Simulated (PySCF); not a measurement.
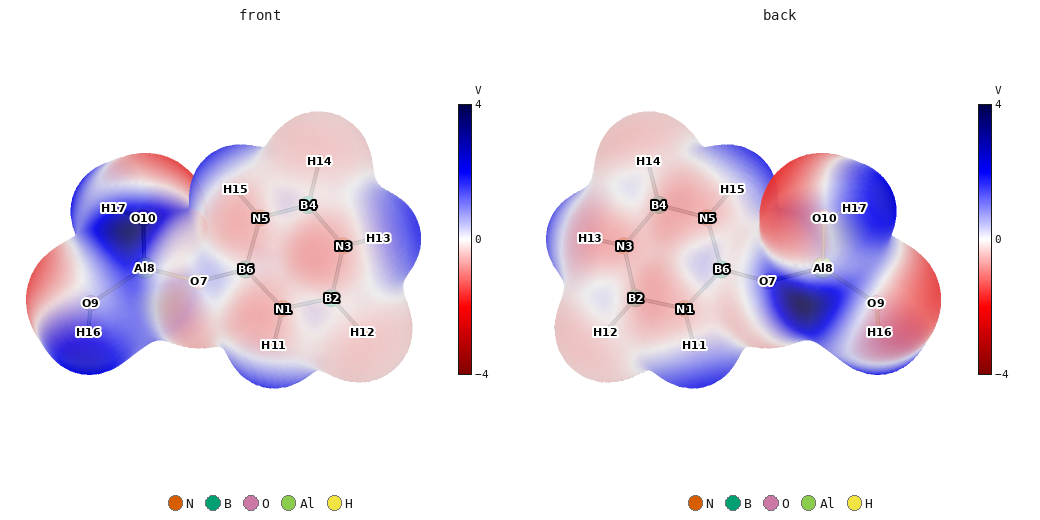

The picture shows: AlB₃H₇N₃O₃. The molecular electrostatic potential painted on the density surface at 0.002 e/bohr³, seen from the front and from behind; red is negative and blue positive.

Geometry: PBE0-D3(BJ)/def2-SVP.

Method: PBE0/pcSseg-1, SCF density, gas phase, non-relativistic in PySCF 2.14.0.

```xyz
17

N     1.6783    0.4554   -0.0197
B     2.2208    1.3483   -0.9837
N     1.3207    1.9244   -1.9316
B    -0.0760    1.6268   -1.9404
N    -0.5648    0.7277   -0.9520
B     0.2830    0.1173    0.0361
O    -0.1913   -0.7314    0.9916
Al   -1.3239   -1.8043    1.6351
O    -1.4466   -2.0583    3.3053
O    -2.3608   -2.6417    0.5919
H     2.2916    0.0357    0.6665
H     3.4022    1.6130   -1.0010
H     1.6866    2.5619   -2.6254
H    -0.8173    2.1215   -2.7599
H    -1.5484    0.4902   -0.9567
H    -0.9004   -1.6279    3.9642
H    -3.0109   -3.2739    0.9022
```

Which sites attract a positive test charge, and which a negative one?

A positive charge is drawn to the negative regions and a negative charge to the positive ones. The most negative region (about −1.5 V) lies over O10, the most positive (about +3.5 V) over Al8. O10 is the likeliest acceptor of a hydrogen bond.
